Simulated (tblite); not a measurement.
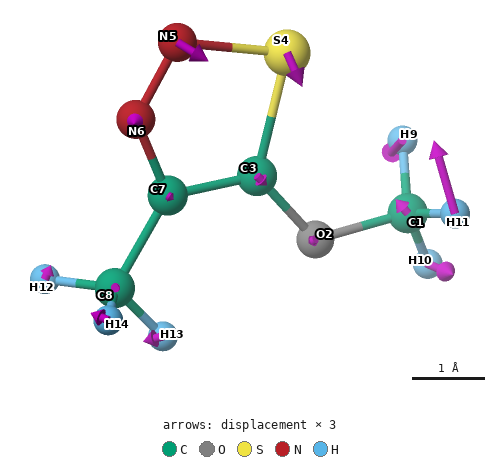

A relaxation of C₄H₆N₂OS. The starting structure is drawn; purple arrows show the displacements, 3 times their true length. The two geometries are superimposed by the best rigid fit.

The picture is a ball-and-stick view, seen at a tilt.

The calculation used GFN2-xTB geometry optimisation, gas phase (tblite). 

Question: Atoms of which element are displaced furthest, and by how much?

Answer: Hydrogen: up to 0.36 Å, against 0.18 Å for sulfur.

Question: What happened in the run?

Answer: H11 moves most after the best rigid fit: 0.36 Å. By element the largest moves are H 0.36 Å, S 0.18 Å, N 0.17 Å, C 0.09 Å, O 0.04 Å. Some distances before and after: C3–S4 1.817 → 1.726 Å, O2–C3 1.396 → 1.334 Å, S4–N5 1.731 → 1.672 Å, N6–C7 1.292 → 1.338 Å. Bond angles that change, for instance: N5–N6–C7 126.9° → 116.6°, C1–O2–C3 122.1° → 116.6°, S4–N5–N6 107.7° → 113.1°. Over 68 geometry steps the energy falls by 13.1 kcal/mol.
